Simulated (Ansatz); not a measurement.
Input file:

```
crystal:
  periodic: [false, false, false]
  atoms:
    - { symbol: C, position_ang: [-0.6135, -0.9103, 1.5437] }
    - { symbol: C, position_ang: [-0.6769, 0.5759, 1.0488] }
    - { symbol: F, position_ang: [-0.5593, 1.5967, 1.9605] }
    - { symbol: O, position_ang: [-1.5923, 0.8467, 0.1427] }
    - { symbol: B, position_ang: [-0.2782, 0.8867, -0.4534] }
    - { symbol: Sn, position_ang: [1.1424, 0.281, -2.0155] }
    - { symbol: H, position_ang: [0.3659, -1.1031, 1.9505] }
    - { symbol: H, position_ang: [-0.8498, -1.5575, 0.6993] }
    - { symbol: H, position_ang: [-1.4178, -0.9757, 2.373] }
    - { symbol: H, position_ang: [1.9411, 1.677, -2.6548] }
    - { symbol: H, position_ang: [0.2611, -0.5702, -3.2608] }
    - { symbol: H, position_ang: [2.3542, -0.8024, -1.3] }
basis:
  gaussian: { orbitals: def2-SVP }
hamiltonian:
  xc: pbe
  dispersion: d4
relax:
  f_tol: 0.02
  max_steps: 50
output:
  orbitals: {}
```

Launched as:

```sh
ansatz run input.yaml --threads 2 --pin off --max-ram 3072MiB --backend cpu --events-out ev --progress --plain --runs-dir out
```

The fields are those of the relaxed geometry.

Core potentials replace the inner electrons of Sn.

These are results of RKS PBE-D4/def2-SVP in Ansatz, not measurements.

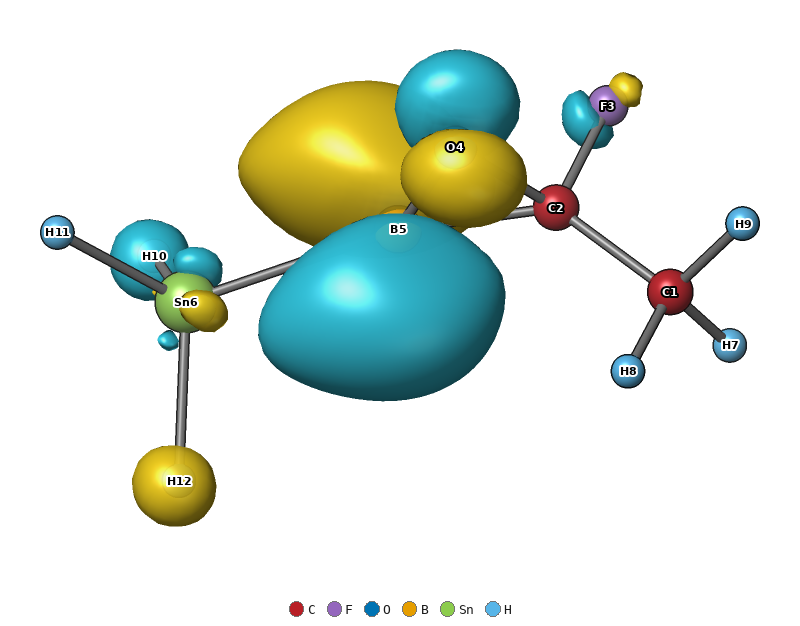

C$_{2}$H$_{6}$BFOSn. One frontier orbital at ±0.15 Å⁻³ᐟ² (yellow and cyan are the two phases), seen at a tilt.

### Which orbital is it: HOMO or LUMO?

The LUMO, at −2.19 eV. By Hirshfeld shares it lies mainly on B5 (about 45 %), Sn6 (about 20 %) and O4 (about 20 %).
